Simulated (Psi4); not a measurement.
# SiH4 (SMILES [SiH4]): PBE/jun-cc-pVTZ (sweep point 8)

What is the energy change on altering one bond length of SiH4 at PBE/jun-cc-pVTZ (sweep point 8)? Input form: a Python script.

The results are computed with Psi4 1.11.

## 1. The structure to begin with

SiH4 has 5 atoms, charge 0, and is taken as a singlet. As SMILES, `[SiH4]`. The shape is that of a PBE0-D4/def2-TZVP optimisation.

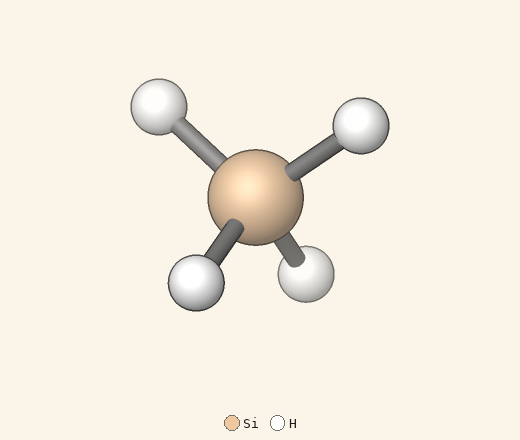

Viewed from a chosen angle; silicon light orange, hydrogen white.

## 2. The energy at PBE/jun-cc-pVTZ (sweep point 8)

h4si.py

```python
import psi4

psi4.set_memory(1600000000)
psi4.set_num_threads(1)
psi4.core.set_output_file('psi4.out', False)

geom = psi4.geometry("""
0 1
Si     0.000000     0.000000    -0.000100
H      0.967600    -0.688400     0.890900
H     -1.331000     0.044900     0.656000
H     -0.105100    -0.740300    -1.282600
H      0.468500     1.383800    -0.264200
symmetry c1
""")

psi4.set_options(dict(basis='jun-cc-pVTZ', puream=True, scf_type='pk', dft_radial_points=99, dft_spherical_points=590))

e_tot, wfn = psi4.energy('PBE', return_wfn=True)
print(f'total energy {e_tot:.8f} hartree = {e_tot * 27.211386:.5f} eV')
```

On the command line:

```bash
python h4si.py
```

psi4.out:

```text
[...]
  Running in c1 symmetry.
[...]
  Nuclear repulsion =   21.270588269772578
[...]
  Multiplicity = 1
[...]
  Nalpha       = 9
  Nbeta        = 9
[...]
    Number of basis functions: 99
[...]
   @RKS iter   1:  -291.64805944758342   -2.75126e-01   3.64585e-03 ADIIS/DIIS
[...]
   @RKS iter   6:  -291.72291515712197   -1.76680e-08   4.04150e-07 DIIS
[...]
    Orbital Energies [Eh]
    ---------------------
    Doubly Occupied:
       1A    -65.421916     2A     -5.053404     3A     -3.463784
       4A     -3.463783     5A     -3.463783     6A     -0.495117
       7A     -0.313088     8A     -0.313070     9A     -0.313055
[...]
  @RKS Final Energy:  -291.72291515712197
   => Energetics <=
    Nuclear Repulsion Energy =             21.2705882697725777
    One-Electron Energy =                -445.6582049350620878
    Two-Electron Energy =                 154.8444063743917809
    DFT Exchange-Correlation Energy =     -22.1797048662242773
    Empirical Dispersion Energy =           0.0000000000000000
    VV10 Nonlocal Energy =                  0.0000000000000000
    Total Energy =                       -291.7229151571219745
[...]
 Multipole Moments:
 ------------------------------------------------------------------------------------
     Multipole            Electronic (a.u.)      Nuclear  (a.u.)        Total (a.u.)
 ------------------------------------------------------------------------------------
 L = 1.  Multiply by 2.5417464519 to convert [e a0] to [Debye]
 Dipole X            :         -0.0000011            0.0000000           -0.0000011
 Dipole Y            :         -0.0000065            0.0000000           -0.0000065
 Dipole Z            :         -0.0005867            0.0004094           -0.0001773
 Magnitude           :                                                    0.0001775
[...]
```

Standard output:

```text
total energy -291.72291516 hartree = -7938.18485 eV
```

Run time: 13 s. Hardware: 1 thread of AMD EPYC 7R43 (Zen 3), shared host; peak memory 0.98 GiB.

## 3. The distorted shape at the same level

calc.py

```python
import psi4

psi4.set_memory(1600000000)
psi4.set_num_threads(1)
psi4.set_output_file('run.log', False)

m = psi4.geometry("""
0 1
Si     0.665497    -0.022450    -0.328148
H      1.633097    -0.710850     0.562852
H     -1.331000     0.044900     0.656000
H      0.560397    -0.762750    -1.610648
H      1.133997     1.361350    -0.592248
units angstrom
symmetry c1
""")

psi4.set_options({
    'basis': 'jun-cc-pVTZ',
    'puream': True,
    'scf_type': 'pk',
    'dft_radial_points': 99,
    'dft_spherical_points': 590,
})

energy_value = psi4.energy('pbe', molecule=m)
print('E =', round(energy_value, 9))
for k, v in sorted(psi4.core.scalar_variables().items()):
    print(f'{k:45s} {v:18.10f}')
```

On the command line:

```bash
python calc.py
```

run.log:

```text
[...]
  Running in c1 symmetry.
[...]
  Nuclear repulsion =   19.471059208441027
[...]
  Multiplicity = 1
[...]
  Nalpha       = 9
  Nbeta        = 9
[...]
    Number of basis functions: 99
[...]
   @RKS iter   1:  -291.56931929843518   -3.04942e-01   3.70802e-03 DIIS/ADIIS
[...]
   @RKS iter   8:  -291.65602281360231   -2.21879e-08   1.99470e-07 DIIS
[...]
    Orbital Energies [Eh]
    ---------------------
    Doubly Occupied:
       1A    -65.461620     2A     -5.086882     3A     -3.499786
       4A     -3.496557     5A     -3.496557     6A     -0.493967
       7A     -0.326130     8A     -0.326110     9A     -0.257649
[...]
  @RKS Final Energy:  -291.65602281360231
   => Energetics <=
    Nuclear Repulsion Energy =             19.4710592084410266
    One-Electron Energy =                -441.7170295557311874
    Two-Electron Energy =                 152.6530967170757549
    DFT Exchange-Correlation Energy =     -22.0631491833879210
    Empirical Dispersion Energy =           0.0000000000000000
    VV10 Nonlocal Energy =                  0.0000000000000000
    Total Energy =                       -291.6560228136023056
[...]
 Multipole Moments:
 ------------------------------------------------------------------------------------
     Multipole            Electronic (a.u.)      Nuclear  (a.u.)        Total (a.u.)
 ------------------------------------------------------------------------------------
 L = 1.  Multiply by 2.5417464519 to convert [e a0] to [Debye]
 Dipole X            :          0.9150628           -0.5448509            0.3702120
 Dipole Y            :         -0.0308874            0.0183801           -0.0125073
 Dipole Z            :         -0.4516038            0.2689864           -0.1826174
 Magnitude           :                                                    0.4129920
[...]
```

The script printed:

```text
E = -291.656022814
CURRENT ENERGY                                   -291.6560228136
CURRENT REFERENCE ENERGY                         -291.6560228136
DD SOLVATION ENERGY                                 0.0000000000
DFT FUNCTIONAL TOTAL ENERGY                      -291.6560228136
DFT TOTAL ENERGY                                 -291.6560228136
DFT VV10 ENERGY                                     0.0000000000
DFT XC ENERGY                                     -22.0631491834
GRID ELECTRONS ALPHA                                9.0000000501
GRID ELECTRONS BETA                                 9.0000000501
GRID ELECTRONS TOTAL                               18.0000001003
NUCLEAR REPULSION ENERGY                           19.4710592084
ONE-ELECTRON ENERGY                              -441.7170295557
PCM POLARIZATION ENERGY                             0.0000000000
PE ENERGY                                           0.0000000000
SCF ITERATION ENERGY                             -291.6560228136
SCF ITERATIONS                                      8.0000000000
SCF TOTAL ENERGY                                 -291.6560228136
TWO-ELECTRON ENERGY                               152.6530967171
XC GRID RADIAL POINTS                              99.0000000000
XC GRID SPHERICAL POINTS                          590.0000000000
XC GRID TOTAL POINTS                           283679.0000000000
```

Wall time 15 s (1 thread of AMD EPYC 7R43 (Zen 3), shared host); peak memory 0.95 GiB.

## 4. Summary of results

At PBE/jun-cc-pVTZ (sweep point 8):

| quantity | value |
| --- | --- |
| first shape: total energy | -291.72292 Eh |
| first shape: dipole moment | 0.00 D |
| first shape: HOMO energy | -8.52 eV |
| first shape: LUMO energy | -0.27 eV |
| first shape: HOMO–LUMO gap | 8.25 eV |
| distorted shape: total energy | -291.65602 Eh |
| distorted shape: dipole moment | 1.05 D |
| distorted shape: HOMO energy | -7.01 eV |
| distorted shape: LUMO energy | -2.49 eV |
| distorted shape: HOMO–LUMO gap | 4.52 eV |
| energy change with the Si1–H3 bond stretched from 1.485 to 2.227 Å | 1.820 eV |

In words: With the Si1–H3 bond stretched from 1.485 to 2.227 Å the energy rises by 1.82 eV (176 kJ/mol). The first shape isn't relaxed at this level, so the change isn't measured from a minimum.
